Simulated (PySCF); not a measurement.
# Si2H5 (SMILES [SiH2][SiH3]) at 6 levels

Aim: a comparison of 6 runs (USVWN5/STO-3G, NEVPT2(3,3)/STO-3G, UCISD/STO-3G, ROCCSD(T)/STO-3G, UCCSD(T)/STO-3G, FCI/STO-3G) of Si2H5. Input form: a Python script.

The calculation is run with PySCF 2.14.0.

2 further runs of the same task are left out: 2 set aside as unsound or not needed.

### 1 The structure to begin with

The species is Si2H5 (7 atoms), meant as a doublet with charge 0. SMILES: `[SiH2][SiH3]`. The coordinates come from a PBE0-D4/def2-TZVP relaxation.

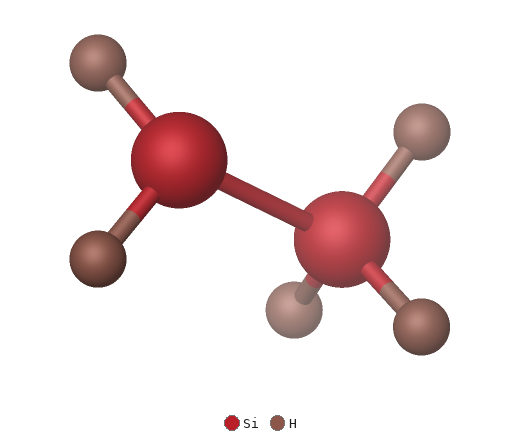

Viewed from a chosen angle; silicon red, hydrogen brown.

### 2 A single-point energy at USVWN5/STO-3G (run 1)

Contents of run.py:

```python
from pyscf import gto, dft

molecule = gto.M(
    atom='''
Si    -0.209600    -1.361200    -0.191100
Si     0.357900     0.889200    -0.062000
H     -0.002600    -2.123900     1.070300
H     -1.573600    -1.624600    -0.725600
H      0.210000     1.502800    -1.408000
H     -0.495800     1.643100     0.898600
H      1.774900     1.006800     0.372200
''',
    basis='sto-3g',
    spin=1,
    max_memory=1860,
    verbose=3,
)

mf = dft.UKS(molecule)
mf.xc = 'svwn'
mf.grids.level = 5
mf.conv_tol = 1e-10
mf.kernel()
if not mf.converged:
    mf = mf.newton().run(mf.mo_coeff, mf.mo_occ)

e_final = mf.e_tot
print('E(%s) = %.9f' % ('SVWN5', e_final))
```

On the command line:

```sh
$ OMP_NUM_THREADS=1 python run.py
```

The program printed:

```text
converged SCF energy = -572.76261472182  <S^2> = 0.75105851  2S+1 = 2.0010582
E(SVWN5) = -572.762614722
```

Wall time 3.9 s (1 thread of Arm Neoverse V1, shared host); peak memory 0.15 GiB.

### 3 The energy at NEVPT2(3,3)/STO-3G (run 2)

Contents of start.xyz:

```xyz
7

Si    -0.209600    -1.361200    -0.191100
Si     0.357900     0.889200    -0.062000
H     -0.002600    -2.123900     1.070300
H     -1.573600    -1.624600    -0.725600
H      0.210000     1.502800    -1.408000
H     -0.495800     1.643100     0.898600
H      1.774900     1.006800     0.372200
```

Contents of job.py:

```python
import numpy
from pyscf import gto, scf, mp, mcscf, mrpt

mol = gto.M(
    atom='start.xyz',
    spin=1,
    basis='sto-3g',
    verbose=4,
    max_memory=1860,
)

calc0 = scf.ROHF(mol)
calc0.conv_tol = 1e-10
calc0.kernel()
if not calc0.converged:
    calc0 = calc0.newton().run(calc0.mo_coeff, calc0.mo_occ)

pt = mp.MP2(scf.addons.convert_to_uhf(calc0)).run()
noons, natorbs = mcscf.addons.make_natural_orbitals(pt)
print('natural occupations', numpy.round(noons[:40], 4))
cas = mcscf.CASSCF(calc0, 3, 3)
cas.fix_spin_(ss=0.75)
cas.natorb = True
cas.kernel(natorbs)
e_pt2 = mrpt.NEVPT(cas).kernel()
etot = cas.e_tot + e_pt2
print('E(%s) = %.9f' % ('NEVPT2', etot))
```

On the command line:

```sh
$ OMP_NUM_THREADS=1 python job.py
```

The program printed:

```text
PySCF version 2.14.0

[... 57 lines left out ...]
converged SCF energy = -574.057725804548
[... 33 lines left out ...]
sorting_mo_energy = False
[... 24 lines left out ...]
1-step CASSCF converged in   5 macro ( 65 JK  15 micro) steps
[... 2 lines left out ...]
Natural orbital (expansion on meta-Lowdin AOs) in CAS space
[... 9 lines left out ...]
CASSCF energy = -574.068597472481
[... 2 lines left out ...]
******** <class 'pyscf.mrpt.nevpt2.NEVPT'> ********
NEVPT2 (2e+1e, 3o), ncore = 15, nvir = 5
root = 0
Natural occ [1.97810618 0.99972766 0.02216616]
Natural orbital (expansion on meta-Lowdin AOs) in CAS space
               #1        #2        #3
0 Si 1s         -0.00016  -0.00048  -0.00080
0 Si 2s         -0.00091  -0.00046   0.00596
0 Si 3s         -0.39076  -0.36944  -0.34019
[... 19 lines of this table left out ...]
6 H 1s           0.09043   0.01073  -0.07574
<CAS-nat-orb|mo-hf>  16     16       0.91900472
<CAS-nat-orb|mo-hf>  17     17       0.99994770
<CAS-nat-orb|mo-hf>  18     18      -0.94297502
Sr    (-1)',   E = -0.00046804065734
Si    (+1)',   E = -0.00024228834197
Sijrs (0)  ,   E = -0.05081190476550
Sijr  (+1) ,   E = -0.00647221063218
Srsi  (-1) ,   E = -0.00454273211708
Srs   (-2) ,   E = -0.00109444024968
Sij   (+2) ,   E = -0.00102085681970
Sir   (0)' ,   E = -0.00523943908815
Nevpt2 Energy = -0.069891912671597
E(NEVPT2) = -574.138489385
```

Run time: 1.1 s. Hardware: 1 thread of Arm Neoverse V1, shared host; peak memory 0.12 GiB.

Runs 3 to 5 aren't shown in full; the table further down has their settings and results.

### 4 A single-point energy at FCI/STO-3G (run 6)

Contents of job.py:

```python
# [SiH2][SiH3]
from pyscf import gto, scf, mcscf

mol = gto.M(
    atom='''
Si  -0.209600  -1.361200  -0.191100
Si   0.357900   0.889200  -0.062000
H   -0.002600  -2.123900   1.070300
H   -1.573600  -1.624600  -0.725600
H    0.210000   1.502800  -1.408000
H   -0.495800   1.643100   0.898600
H    1.774900   1.006800   0.372200
''',
    basis='sto-3g',
    max_memory=1860,
    verbose=3,
    spin=1,
)

hf = scf.ROHF(mol)
hf.conv_tol = 1e-10
hf.kernel()
if not hf.converged:
    hf = hf.newton().run(hf.mo_coeff, hf.mo_occ)

cas = mcscf.CASCI(hf, hf.mo_coeff.shape[-1] - 10, (mol.nelec[0] - 10, mol.nelec[1] - 10))  # full CI above the frozen core
cas.fix_spin_(ss=0.75)
cas.kernel()
e_final = cas.e_tot
print('E = %.10f Eh' % e_final)
```

On the command line:

```sh
$ OMP_NUM_THREADS=1 python job.py
```

The program printed:

```text
converged SCF energy = -574.057725804548
CASCI E = -574.166934726780  E(CI) = -25.9265656574142  S^2 = 0.7500000
E = -574.1669347268 Eh
```

Wall time 74 s (1 thread of Arm Neoverse V1, shared host); peak memory 0.71 GiB.

### 5 The series

| run | level | integration grid | active selection | energy (Eh) | dipole moment (D) of the reference | ⟨S²⟩ | wall time |
| --- | --- | --- | --- | --- | --- | --- | --- |
| 1 | USVWN5/STO-3G | 5 | – | -572.762615 | 0.13 | 0.751 | 3.9 s |
| 2 | NEVPT2(3,3)/STO-3G | – | mp2 natural orbitals | -574.138489 | 0.46 | – | 1.1 s |
| 3 | UCISD/STO-3G | – | – | -574.159467 | 0.48 | 0.754 | 1.1 s |
| 4 | ROCCSD(T)/STO-3G | – | – | -574.166510 | 0.46 | 0.750 | 1.1 s |
| 5 | UCCSD(T)/STO-3G | – | – | -574.166517 | 0.48 | 0.754 | 1 s |
| 6 | FCI/STO-3G | – | – | -574.166935 | 0.46 | – | 74 s |

### 6 Summary of results

| quantity | value |
| --- | --- |
| run 6: total energy | -574.16693 Eh |
| run 6: dipole moment (Hartree–Fock density) | 0.46 D |
| run 6: correlation energy (10 core orbitals frozen) | -109.2 mEh |

In words: Against full CI in this basis: UCISD +7.5 mEh; ROCCSD(T) +0.4 mEh; UCCSD(T) +0.4 mEh. In runs 1, 2, 3, 4, 5, 6 the basis is minimal, so the values are rough. All runs together took 82 s, the longest 74 s.
